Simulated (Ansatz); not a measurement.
## Run report: C2H5FOSi2, geometry relaxation (part 2 of 2)

Continued. System: C2H5FOSi2, SMILES O[SiH2]C#C[SiH2]F. Method: RKS PBE0-D4/def2-TZVP (Ansatz 0.2.0). The geometry: PBE-D4/def2-SVP start.

Geometry of the input (Å):
```
O  -0.7103  -3.0004  -0.3639
Si 0.6971  -2.0897  -0.3784
C  0.3376  -0.3126  -0.0151
C  0.0630  0.8722  0.2155
Si -0.3341  2.6273  0.5645
F  -1.9560  2.8353  0.4664
H  -1.4163  -2.6897  -0.9580
H  1.4050  -2.1290  -1.7055
H  1.5605  -2.6522  0.7043
H  0.3147  3.5041  -0.4620
H  0.1043  2.9777  1.9529
```

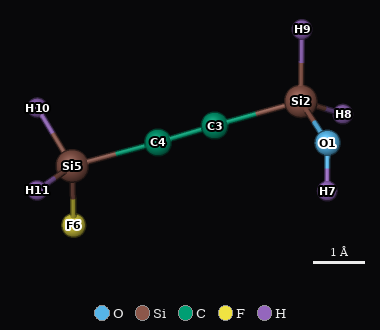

*The geometry at step 51 of the log (ball-and-stick view, seen at a tilt; atoms are numbered from 1 in the order of the input).*

## What the program printed, continued
```
relax step  42: F+E_penalty+E_count = -22665.65874444 eV  Δ(F+E_penalty+E_count) = -7.995e-5 eV  max|allowed force component| = 3.963e-2 eV/Å  Δτ_max = 0.0282 Å  (33 SCF iters, accepted)
relax step  43: F+E_penalty+E_count = -22665.65881307 eV  Δ(F+E_penalty+E_count) = -6.863e-5 eV  max|allowed force component| = 3.481e-2 eV/Å  Δτ_max = 0.0278 Å  (33 SCF iters, accepted)
relax step  44: F+E_penalty+E_count = -22665.65886764 eV  Δ(F+E_penalty+E_count) = -5.458e-5 eV  max|allowed force component| = 2.996e-2 eV/Å  Δτ_max = 0.0256 Å  (33 SCF iters, accepted)
relax step  45: F+E_penalty+E_count = -22665.65891253 eV  Δ(F+E_penalty+E_count) = -4.488e-5 eV  max|allowed force component| = 2.554e-2 eV/Å  Δτ_max = 0.0239 Å  (33 SCF iters, accepted)
relax step  46: F+E_penalty+E_count = -22665.65894885 eV  Δ(F+E_penalty+E_count) = -3.633e-5 eV  max|allowed force component| = 2.149e-2 eV/Å  Δτ_max = 0.0229 Å  (33 SCF iters, accepted)
relax step  47: F+E_penalty+E_count = -22665.65897655 eV  Δ(F+E_penalty+E_count) = -2.770e-5 eV  max|allowed force component| = 1.827e-2 eV/Å  Δτ_max = 0.0221 Å  (33 SCF iters, accepted)
relax step  48: F+E_penalty+E_count = -22665.65899410 eV  Δ(F+E_penalty+E_count) = -1.755e-5 eV  max|allowed force component| = 1.574e-2 eV/Å  Δτ_max = 0.0185 Å  (34 SCF iters, accepted)
relax step  49: F+E_penalty+E_count = -22665.65900586 eV  Δ(F+E_penalty+E_count) = -1.176e-5 eV  max|allowed force component| = 1.285e-2 eV/Å  Δτ_max = 0.0157 Å  (34 SCF iters, accepted)
relax step  50: F+E_penalty+E_count = -22665.65901330 eV  Δ(F+E_penalty+E_count) = -7.444e-6 eV  max|allowed force component| = 8.912e-3 eV/Å  Δτ_max = 0.0135 Å  (34 SCF iters, accepted)
the calculation of the forces begins
reference -22665.45921239 eV, -832.9402628554 hartree; 31, 31 occupied and 197, 197 virtual orbitals, 1423 factors
relax step  51: F+E_penalty+E_count = -22665.65901674 eV  Δ(F+E_penalty+E_count) = -3.444e-6 eV  max|allowed force component| = 4.643e-3 eV/Å  Δτ_max = 0.0102 Å  (34 SCF iters, accepted)
1423 factors; their error is unknown
mean field evaluation 384: about -22665.4592 eV, gradient 4.0e-3 eV
mean field -22665.45917492 eV, -832.9402614783 hartree, gradient 6.5e-5 eV, S^2 0.000000; 1 other end points of the search recorded, 0 dependent functions left out
the calculation of the forces begins
reference -22665.45921239 eV, -832.9402628554 hartree; 31, 31 occupied and 197, 197 virtual orbitals, 1423 factors
Total energy: -22665.65905421 eV, -832.9476069069 hartree
Atom 0 at    -0.407200    -3.054829     0.137251 Å, force     0.000232     0.001338    -0.001041 eV/Å
Atom 1 at     0.659288    -2.024935    -0.562555 Å, force    -0.000644    -0.001365     0.000481 eV/Å
Atom 2 at     0.284328    -0.281829    -0.130904 Å, force     0.000064    -0.000149    -0.000076 eV/Å
Atom 3 at     0.020680     0.873480     0.137509 Å, force     0.000092    -0.000324    -0.000030 eV/Å
Atom 4 at    -0.341928     2.599076     0.583184 Å, force    -0.003453     0.002898    -0.003756 eV/Å
Atom 5 at    -1.298743     3.236439    -0.523483 Å, force     0.003881    -0.002314     0.004643 eV/Å
Atom 6 at    -1.340407    -2.932099    -0.042247 Å, force     0.000998    -0.000130     0.000206 eV/Å
Atom 7 at     0.633096    -2.108650    -2.043921 Å, force    -0.000141     0.000108     0.000487 eV/Å
Atom 8 at     1.990102    -2.381506    -0.030541 Å, force    -0.000475     0.000164    -0.000052 eV/Å
Atom 9 at     0.914237     3.378120     0.614930 Å, force    -0.001470    -0.000576     0.000319 eV/Å
Atom 10 at    -1.048152     2.639732     1.881580 Å, force     0.000915     0.000351    -0.001182 eV/Å
Dipole moment:    -0.054508    -0.073559     0.050224 e Å
```

## Trajectory as extended XYZ (Å, eV, eV/Å), 9 of the 51 frames kept, from step=1 to step=51
```
11
Properties=species:S:1:pos:R:3:forces:R:3 step=1 energy=-22665.55309
O    -0.7103   -3.0004   -0.3639    0.3733   0.8387  -0.4893
Si    0.6971   -2.0897   -0.3784   -0.4846  -0.3934   0.0523
C     0.3376   -0.3126   -0.0151   -0.4472   1.7340   0.3337
C     0.0630    0.8722    0.2155    0.3476  -1.7397  -0.3475
Si   -0.3341    2.6273    0.5645   -0.8592   0.1327  -0.0497
F    -1.9560    2.8353    0.4664    1.3199  -0.1783   0.0771
H    -1.4163   -2.6897   -0.9580    0.4989  -0.2375   0.4389
H     1.4050   -2.1290   -1.7055   -0.2185  -0.0004   0.3138
H     1.5605   -2.6522    0.7043   -0.1966   0.1265  -0.2403
H     0.3147    3.5041   -0.4620   -0.1912  -0.2032   0.2415
H     0.1043    2.9777    1.9529   -0.1424  -0.0793  -0.3305
11
Properties=species:S:1:pos:R:3:forces:R:3 step=7 energy=-22665.65425
O    -0.6767   -2.9735   -0.3753   -0.0114   0.0008  -0.0028
Si    0.6883   -2.0665   -0.3759    0.0045   0.0003   0.0021
C     0.3066   -0.3090   -0.0106   -0.0003   0.0030  -0.0022
C     0.0350    0.8539    0.2126    0.0011  -0.0016   0.0002
Si   -0.3318    2.6020    0.5587    0.0032   0.0040  -0.0001
F    -1.9070    2.8310    0.4492   -0.0024  -0.0004  -0.0004
H    -1.4086   -2.6939   -0.9272    0.0073  -0.0028   0.0036
H     1.3818   -2.0911   -1.6879   -0.0018   0.0027   0.0011
H     1.5536   -2.6121    0.6895    0.0008   0.0000  -0.0013
H     0.3310    3.4610   -0.4460    0.0003  -0.0027  -0.0004
H     0.0931    2.9414    1.9335   -0.0013  -0.0033   0.0002
11
Properties=species:S:1:pos:R:3:forces:R:3 step=13 energy=-22665.65457
O    -0.6640   -2.9861   -0.3181    0.0117   0.0120  -0.0059
Si    0.6873   -2.0604   -0.3923   -0.0103  -0.0149  -0.0012
C     0.3027   -0.3049   -0.0212    0.0020  -0.0020   0.0003
C     0.0319    0.8572    0.2068    0.0026   0.0003  -0.0008
Si   -0.3297    2.6042    0.5628   -0.0486   0.0182  -0.0032
F    -1.8898    2.8647    0.3387    0.0605  -0.0070   0.0085
H    -1.4168   -2.7352   -0.8555    0.0078  -0.0002   0.0060
H     1.3155   -2.0859   -1.7371   -0.0051   0.0000   0.0049
H     1.6114   -2.5865    0.6333   -0.0058   0.0036  -0.0040
H     0.4233    3.4703   -0.3711   -0.0098  -0.0094   0.0151
H    -0.0064    2.9056    1.9745   -0.0050  -0.0008  -0.0196
11
Properties=species:S:1:pos:R:3:forces:R:3 step=20 energy=-22665.65545
O    -0.6337   -2.9997   -0.2213    0.0096   0.0186  -0.0097
Si    0.6898   -2.0535   -0.4280   -0.0127  -0.0198   0.0001
C     0.3109   -0.2999   -0.0425    0.0004  -0.0013  -0.0001
C     0.0391    0.8601    0.1951    0.0015  -0.0003  -0.0012
Si   -0.3309    2.6016    0.5683   -0.0810   0.0362  -0.0178
F    -1.8355    2.9155    0.1277    0.0995  -0.0179   0.0293
H    -1.4371   -2.7646   -0.6882    0.0151  -0.0027   0.0075
H     1.1938   -2.0870   -1.8239   -0.0058   0.0014   0.0083
H     1.7115   -2.5512    0.5162   -0.0068   0.0041  -0.0052
H     0.5725    3.4811   -0.2065   -0.0158  -0.0148   0.0150
H    -0.2152    2.8404    2.0240   -0.0037  -0.0034  -0.0263
11
Properties=species:S:1:pos:R:3:forces:R:3 step=26 energy=-22665.65646
O    -0.5949   -3.0159   -0.1325    0.0127   0.0234  -0.0143
Si    0.6869   -2.0460   -0.4591   -0.0179  -0.0224   0.0035
C     0.3077   -0.2951   -0.0625    0.0003  -0.0009   0.0005
C     0.0367    0.8635    0.1830    0.0016  -0.0003  -0.0007
Si   -0.3319    2.6015    0.5732   -0.0725   0.0406  -0.0276
F    -1.7541    2.9813   -0.0508    0.0940  -0.0212   0.0425
H    -1.4362   -2.8087   -0.5427    0.0171  -0.0034   0.0080
H     1.0724   -2.0866   -1.8922   -0.0038  -0.0006   0.0115
H     1.7931   -2.5108    0.4032   -0.0086   0.0034  -0.0083
H     0.6929    3.4769   -0.0389   -0.0234  -0.0176   0.0173
H    -0.4072    2.7830    2.0401    0.0004  -0.0009  -0.0324
11
Properties=species:S:1:pos:R:3:forces:R:3 step=32 energy=-22665.65753
O    -0.5468   -3.0308   -0.0454    0.0091   0.0218  -0.0153
Si    0.6815   -2.0390   -0.4909   -0.0191  -0.0206   0.0053
C     0.3027   -0.2908   -0.0832   -0.0001   0.0006   0.0014
C     0.0331    0.8665    0.1698    0.0014   0.0019  -0.0005
Si   -0.3340    2.6008    0.5771   -0.0573   0.0431  -0.0283
F    -1.6439    3.0550   -0.2186    0.0772  -0.0241   0.0476
H    -1.4225   -2.8511   -0.3913    0.0191  -0.0028   0.0068
H     0.9430   -2.0893   -1.9514   -0.0010  -0.0017   0.0112
H     1.8663   -2.4705    0.2793   -0.0083   0.0022  -0.0084
H     0.7917    3.4614    0.1495   -0.0234  -0.0178   0.0087
H    -0.6057    2.7307    2.0260    0.0025  -0.0026  -0.0285
11
Properties=species:S:1:pos:R:3:forces:R:3 step=39 energy=-22665.65848
O    -0.4864   -3.0442    0.0429    0.0054   0.0164  -0.0125
Si    0.6727   -2.0319   -0.5244   -0.0139  -0.0154   0.0058
C     0.2947   -0.2864   -0.1052   -0.0001   0.0002   0.0009
C     0.0274    0.8699    0.1553    0.0012   0.0007  -0.0005
Si   -0.3370    2.6003    0.5806   -0.0435   0.0345  -0.0311
F    -1.4981    3.1392   -0.3758    0.0553  -0.0233   0.0463
H    -1.3929   -2.8929   -0.2291    0.0146  -0.0017   0.0040
H     0.8005   -2.0955   -2.0019    0.0002  -0.0013   0.0081
H     1.9318   -2.4277    0.1392   -0.0065   0.0012  -0.0055
H     0.8683    3.4300    0.3613   -0.0187  -0.0117   0.0046
H    -0.8159    2.6823    1.9780    0.0060   0.0003  -0.0201
11
Properties=species:S:1:pos:R:3:forces:R:3 step=45 energy=-22665.65891
O    -0.4389   -3.0515    0.1020    0.0024   0.0115  -0.0089
Si    0.6648   -2.0275   -0.5480   -0.0070  -0.0122   0.0038
C     0.2885   -0.2835   -0.1211   -0.0002   0.0002   0.0001
C     0.0232    0.8721    0.1442    0.0006   0.0008   0.0003
Si   -0.3400    2.5996    0.5822   -0.0170   0.0227  -0.0121
F    -1.3792    3.1992   -0.4712    0.0249  -0.0136   0.0255
H    -1.3631   -2.9183   -0.1141    0.0100  -0.0009   0.0021
H     0.6981   -2.1033   -2.0299   -0.0005   0.0002   0.0054
H     1.9700   -2.3990    0.0356   -0.0050   0.0014  -0.0023
H     0.9020    3.4005    0.5170   -0.0129  -0.0088  -0.0002
H    -0.9602    2.6547    1.9240    0.0048  -0.0012  -0.0138
11
Properties=species:S:1:pos:R:3:forces:R:3 step=51 energy=-22665.65902
O    -0.4072   -3.0548    0.1373    0.0002   0.0013  -0.0010
Si    0.6593   -2.0249   -0.5626   -0.0006  -0.0014   0.0005
C     0.2843   -0.2818   -0.1309    0.0001  -0.0001  -0.0001
C     0.0207    0.8735    0.1375    0.0001  -0.0003   0.0000
Si   -0.3419    2.5991    0.5832   -0.0035   0.0029  -0.0038
F    -1.2987    3.2364   -0.5235    0.0039  -0.0023   0.0046
H    -1.3404   -2.9321   -0.0422    0.0010  -0.0001   0.0002
H     0.6331   -2.1086   -2.0439   -0.0001   0.0001   0.0005
H     1.9901   -2.3815   -0.0305   -0.0005   0.0002  -0.0001
H     0.9142    3.3781    0.6149   -0.0015  -0.0006   0.0003
H    -1.0482    2.6397    1.8816    0.0009   0.0004  -0.0012
```

## Key numbers

```tsv
quantity	value
outcome	converged
total energy	−22665.6591 eV
mean-field energy	−22665.4592 eV
dispersion energy	−0.1998 eV
SCF solution under orbital rotations	stable
largest force (length of the vector) at the end	0.006 eV/Å
dipole moment	0.50 D
hardware	4 threads of Arm Neoverse V2, 23 GiB of memory available, shared host
wall time	3.4 min (CPU time 13 min)
peak memory	0.68 GiB
```
